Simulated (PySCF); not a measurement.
Potential energy surface of HCl2 (anion, charge -1), singlet: collinear Cl-H-Cl surface. Scanned: Cl-H distance and H-Cl distance.

Level of theory: PBE0/aug-cc-pVDZ (PySCF).

Energy in mEh above the lowest grid point; x is the Cl-H distance (Å), y the H-Cl distance (Å).

| y \ x | 1.10 | 1.20 | 1.30 | 1.40 | 1.52 | 1.65 | 1.79 | 1.95 | 2.15 | 2.41 | 2.73 | 3.19 | 3.77 |
|---|---|---|---|---|---|---|---|---|---|---|---|---|---|
| 3.77 | 65.2 | 39.2 | 32.7 | 37.5 | 51.3 | 70.7 | 92.6 | 115.8 | 140.5 | 165.6 | 187.7 | 207.8 | 221.2 |
| 3.19 | 61.0 | 34.5 | 27.4 | 31.5 | 44.3 | 62.5 | 83.1 | 105.2 | 128.9 | 153.2 | 174.8 | 194.5 | 207.8 |
| 2.73 | 56.5 | 29.1 | 20.9 | 23.7 | 34.9 | 51.3 | 70.1 | 90.5 | 112.6 | 135.4 | 155.8 | 174.8 | 187.7 |
| 2.41 | 53.5 | 24.7 | 15.0 | 16.3 | 25.6 | 40.0 | 56.7 | 75.1 | 95.3 | 116.3 | 135.4 | 153.2 | 165.6 |
| 2.15 | 52.9 | 22.1 | 10.3 | 9.5 | 16.2 | 28.1 | 42.4 | 58.5 | 76.4 | 95.3 | 112.6 | 128.9 | 140.5 |
| 1.95 | 55.8 | 22.3 | 7.9 | 4.5 | 8.5 | 17.5 | 29.3 | 43.0 | 58.5 | 75.1 | 90.5 | 105.2 | 115.8 |
| 1.79 | 62.8 | 25.9 | 8.3 | 2.1 | 2.9 | 9.0 | 18.2 | 29.3 | 42.4 | 56.7 | 70.1 | 83.1 | 92.6 |
| 1.65 | 75.1 | 33.9 | 12.5 | 2.8 | 0.0 | 2.8 | 9.0 | 17.5 | 28.1 | 40.0 | 51.3 | 62.5 | 70.7 |
| 1.52 | 95.0 | 48.3 | 22.0 | 8.1 | 1.0 | 0.0 | 2.9 | 8.5 | 16.2 | 25.6 | 34.9 | 44.3 | 51.3 |
| 1.40 | 125.0 | 71.4 | 39.1 | 20.2 | 8.1 | 2.8 | 2.1 | 4.5 | 9.5 | 16.3 | 23.7 | 31.5 | 37.5 |
| 1.30 | 162.8 | 101.8 | 63.3 | 39.1 | 22.0 | 12.5 | 8.3 | 7.9 | 10.3 | 15.0 | 20.9 | 27.4 | 32.7 |
| 1.20 | 218.2 | 148.0 | 101.8 | 71.4 | 48.3 | 33.9 | 25.9 | 22.3 | 22.1 | 24.7 | 29.1 | 34.5 | 39.2 |
| 1.10 | 299.7 | 218.2 | 162.8 | 125.0 | 95.0 | 75.1 | 62.8 | 55.8 | 52.9 | 53.5 | 56.5 | 61.0 | 65.2 |

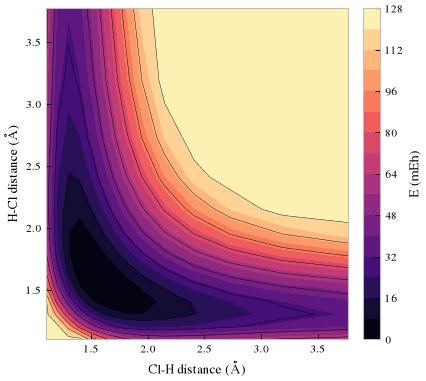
Figure. Energy surface, cut off at 125 mEh.

Points that lie below all their neighbours on the grid: x = 1.52, y = 1.65 (0.0 mEh).
